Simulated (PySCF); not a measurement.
## Electronic structure of C4H5FO3Si in real space

Input

```
{"job": {"kind": "nmr", "xc": "PBE0", "basis": "pcSseg-1"}, "charge": 0, "multiplicity": 1}
O      3.073496    -0.630522    -0.710546
C      2.687888     0.097561     0.149883
O      1.437159     0.479069     0.380707
C      0.404841    -0.091265    -0.426682
C     -0.625543     0.963344    -0.692665
C     -1.803191     0.694655    -0.143001
F     -2.858827     1.513065    -0.252624
Si    -1.712681    -0.968253     0.764404
O     -0.160553    -1.158752     0.255426
H      3.337616     0.594301     0.889748
H      0.870423    -0.473716    -1.348217
H     -0.351211     1.837854    -1.256449
H     -2.505844    -2.024505     0.155497
H     -1.794251    -0.833309     2.212353
```

Launched as:

```sh
OMP_NUM_THREADS=1 python probes_run.py task.json out
```

Geometry: GFN2-xTB.

Method: PySCF 2.14.0, PBE0/pcSseg-1, SCF density, gas phase, non-relativistic.

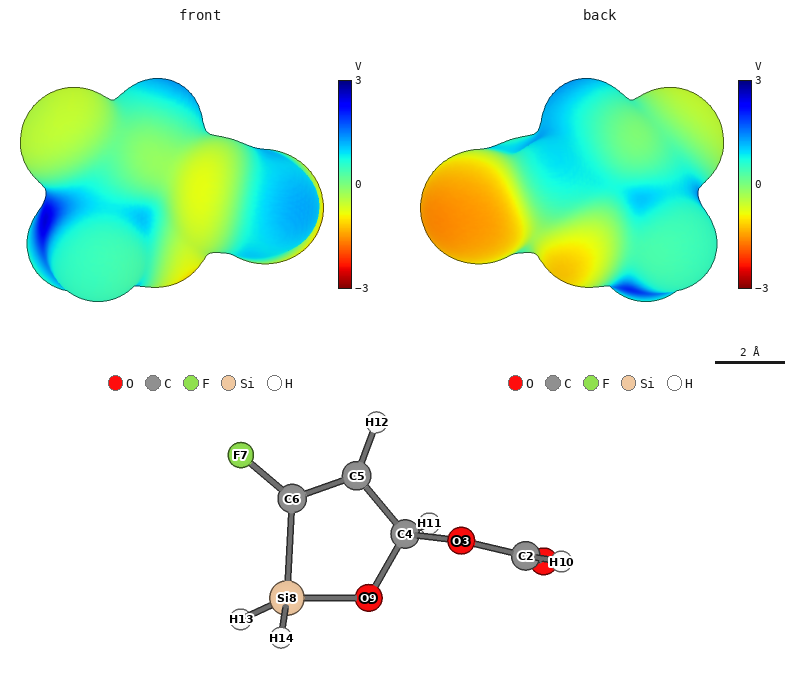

Figure 1. The molecular electrostatic potential painted on the density surface at 0.002 e/bohr³, seen from the front and from behind; the colour scale runs from red (negative) to blue (positive). The bare structure is drawn below in the same view.

Where is the surface potential most negative and most positive?

The most negative region (about −1.6 V) lies over O1, the most positive (about +2.3 V) over Si8. O1 is the likeliest acceptor of a hydrogen bond.

What dipole moment does the calculation give?

Its dipole moment is 1.84 D.

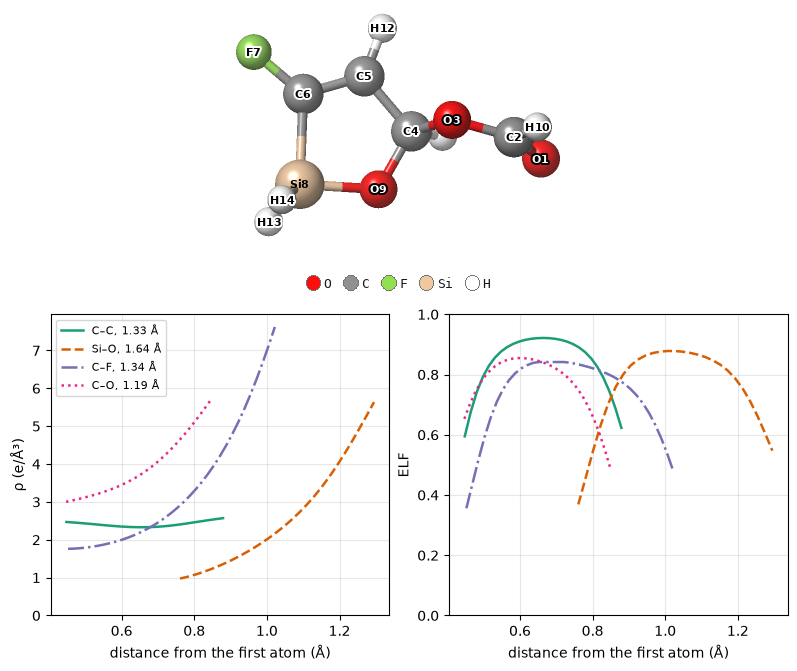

Figure 2. Electron density and electron localisation function along straight lines between neighbouring atoms. The curves leave out the atomic cores. The structure is drawn too.

What kind of bonding do the profiles show?

C–C (1.33 Å): ρ is about 2.3 e/Å³ halfway; the ELF peaks at about 0.90 between the atoms: a multiple bond.
Si–O (1.64 Å): ρ at the midpoint is about 1.1 e/Å³; the ELF peaks at about 0.90 between the atoms (a shared but strongly polarised pair).
C–F (1.34 Å): the density is about 2.3 e/Å³ at the midpoint; the ELF peaks at about 0.85 between the atoms, as expected for a shared but strongly polarised pair.
C–O (1.19 Å): the density is about 3.4 e/Å³ at the midpoint; the ELF peaks at about 0.85 between the atoms (a multiple bond).
